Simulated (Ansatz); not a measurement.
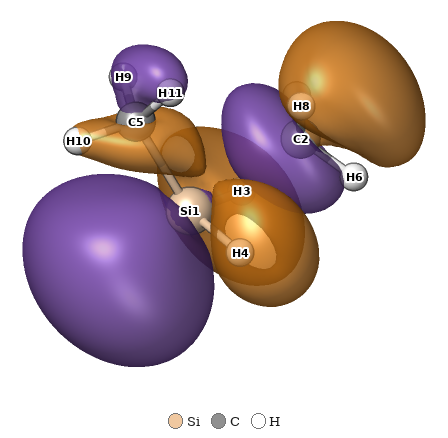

Figure 1: CH5Si···CH3. The LUMO at ±0.06 Å⁻³ᐟ² (orange and purple are the two phases), seen at a tilt.

A transition-state structure; geometry: PBE0-D4/def2-TZVP.

Level of theory: Ansatz, RKS PBE0-D4/def2-TZVPP.

Input

```
crystal:
  periodic: [false, false, false]
  atoms:
    - {symbol: Si, position_ang: [-1.154591, 0.209308, -0.243389]}
    - {symbol: C, position_ang: [0.423671, -1.380302, -0.209559]}
    - {symbol: H, position_ang: [-0.602051, -0.863740, -1.167638]}
    - {symbol: H, position_ang: [-1.695486, -0.414871, 0.998453]}
    - {symbol: C, position_ang: [0.060950, 1.584741, 0.194213]}
    - {symbol: H, position_ang: [-0.001264, -2.366189, -0.034891]}
    - {symbol: H, position_ang: [1.142003, -1.402536, -1.028979]}
    - {symbol: H, position_ang: [0.907611, -0.999496, 0.688121]}
    - {symbol: H, position_ang: [0.774402, 1.717609, -0.622989]}
    - {symbol: H, position_ang: [-0.471818, 2.531225, 0.312959]}
    - {symbol: H, position_ang: [0.616574, 1.384151, 1.113800]}
basis:
  gaussian: {orbitals: def2-TZVPP}
hamiltonian: {xc: pbe0, dispersion: d4}
output: {orbitals: {seedname: orbitals}}
```

Run with:

```sh
ansatz run in.yaml --threads 2 --pin off --events-out ev --progress --plain --max-ram 4352MiB
```

Q: What is the character of this orbital?

A: It lies mainly on Si1 (about 45 %), C2 (about 20 %) and H3 (about 10 %). Its energy is −0.62 eV.
